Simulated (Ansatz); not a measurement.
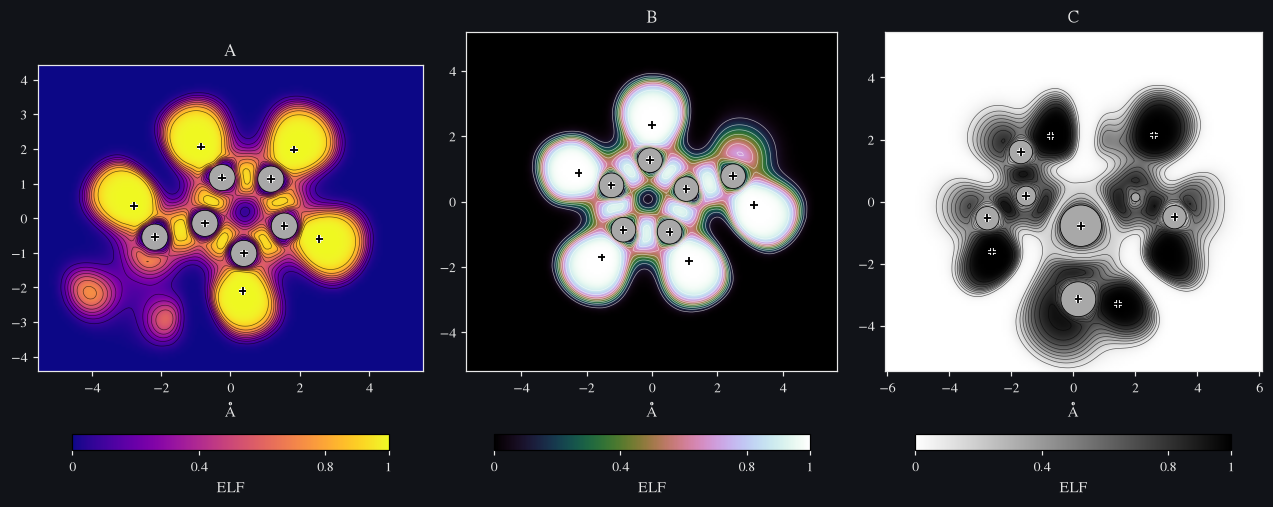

The ELF of 3 systems, each on a plane through atoms (crosses mark nuclei in the plane; grey discs cover the cores).

The calculation used RKS PBE0-D4/def2-TZVPP in Ansatz.

System 1: C7H13FHfN2 (SMILES CC[C]12[CH]3[CH]4[CH]5[CH]1[Hf]4532([NH2])([NH2])[F]), the plane of atoms C2, C3 and C7. Geometry: PBE0-D4/def2-TZVP; core potentials replace the inner electrons of Hf.

```tsv
atom	x (Å)	y (Å)	z (Å)
C	-0.3223	1.9537	-1.8960
C	-1.4537	0.9776	-1.6016
C	-1.2700	0.1658	-0.3557
C	-1.4353	-1.2334	-0.2438
C	-1.2203	-1.6098	1.0961
C	-0.9236	-0.4425	1.8317
C	-0.9522	0.6518	0.9395
Hf	1.0257	-0.7064	0.2483
N	1.7879	-2.1268	1.5000
N	2.3482	0.8240	0.5484
F	1.3841	-1.1565	-1.6017
H	0.6078	1.4201	-2.1105
H	-0.1440	2.6276	-1.0548
H	-0.5565	2.5666	-2.7690
H	-2.3958	1.5314	-1.5169
H	-1.5755	0.2951	-2.4466
H	-1.6521	-1.9000	-1.0668
H	-1.2590	-2.6163	1.4860
H	-0.6960	-0.3950	2.8867
H	-0.7625	1.6826	1.2004
H	2.7717	-2.3618	1.4622
H	1.3319	-2.7450	2.1514
H	2.5829	1.5442	-0.1202
H	2.7785	1.0530	1.4329
```

System 2: C4H13InN2S (SMILES C[N](C)[In]([SH])[N](C)C), the plane of atoms C1, N2 and In4. Geometry: PBE0-D4/def2-TZVP; core potentials replace the inner electrons of In.

```xyz
21

C     1.1124   -1.1153   -2.7116
N     0.9262   -0.8625   -1.3077
C     1.8530   -1.5871   -0.4819
In   -0.6183    0.2237   -0.6273
S    -2.2618    0.8559   -2.2373
N    -0.7938    0.8408    1.2762
C    -2.0176    1.3735    1.8089
C     0.2470    0.7378    2.2625
H     2.1211   -0.8227   -3.0426
H     0.3967   -0.5518   -3.3153
H     0.9892   -2.1817   -2.9594
H     1.6647   -1.4146    0.5797
H     2.8950   -1.2937   -0.6857
H     1.7881   -2.6741   -0.6512
H    -2.8351    1.7529   -1.4181
H    -2.4174    0.7505    2.6251
H    -1.8763    2.3866    2.2175
H    -2.7928    1.4338    1.0409
H     0.4502    1.7135    2.7315
H     1.1845    0.3940    1.8206
H    -0.0148    0.0405    3.0750
```

System 3: C13H17FOTi (SMILES C[O][Ti]12345678([F])([CH]9[CH]1[CH]2[C]3(C)[CH]94)[CH]1[CH]5[CH]6[C]7(C)[CH]18), the plane of atoms C8, C10 and H26. Geometry: PBE0-D4/def2-TZVP.

```csv
atom,x (Å),y (Å),z (Å)
C,-2.0636,-1.1349,1.5017
O,-1.4183,-0.0549,0.9080
Ti,0.0508,-0.1063,-0.2189
F,-0.5060,-1.5747,-1.1634
C,0.8984,1.9014,-1.1953
C,-0.3025,2.2173,-0.5318
C,-1.3549,1.5917,-1.2363
C,-0.8186,0.8722,-2.3132
C,-1.5716,0.0533,-3.2974
C,0.5884,1.0425,-2.2666
C,1.8571,-1.6613,0.1089
C,2.4023,-0.3792,-0.0191
C,1.9791,0.3815,1.1033
C,1.2017,-0.4443,1.9378
C,0.5941,-0.0418,3.2366
C,1.1010,-1.6981,1.2984
H,-1.5206,-1.5145,2.3784
H,-2.1796,-1.9654,0.7939
H,-3.0605,-0.8238,1.8362
H,1.8841,2.2430,-0.9230
H,-0.4040,2.8224,0.3567
H,-2.3938,1.5960,-0.9464
H,-1.4179,0.4307,-4.3119
H,-2.6411,0.0750,-3.0850
H,-1.2418,-0.9872,-3.2626
H,1.2969,0.5902,-2.9460
H,1.9324,-2.4589,-0.6135
H,3.0277,-0.0307,-0.8263
H,2.2444,1.4064,1.3166
H,-0.3616,0.4655,3.0821
H,1.2556,0.6393,3.7754
H,0.4163,-0.9105,3.8720
H,0.5263,-2.5416,1.6505
```

Which map belongs to which system?

Answer. Panel A is system 1, C7H13FHfN2: the plane holds C and H. C–C (1.41 Å): the ELF peaks at about 0.95 between the atoms; a covalent bond. Panel B is system 3, C13H17FOTi: the plane holds C and H. C–C (1.41 Å): the ELF peaks at about 0.95 between the atoms: a covalent bond. Panel C is system 2, C4H13InN2S: the plane holds C, N, In, S and H. C–N (1.44 Å): the ELF peaks at about 0.90 between the atoms: a covalent bond.
